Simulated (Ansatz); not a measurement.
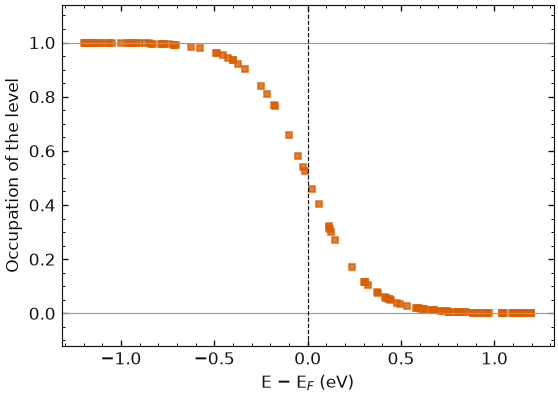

Occupations of the one-electron levels of the k mesh against their energy, from a run on ZrB$_{2}$, space group P6/mmm (No. 191), 3 atoms in the cell, with Ansatz.

Q: Name the smearing function and its width.

A: Fermi-Dirac smearing with a width of 0.15 eV. The occupations stay between 0 and 1 and have long exponential tails; the slope at the Fermi level is 1/(4 × width).
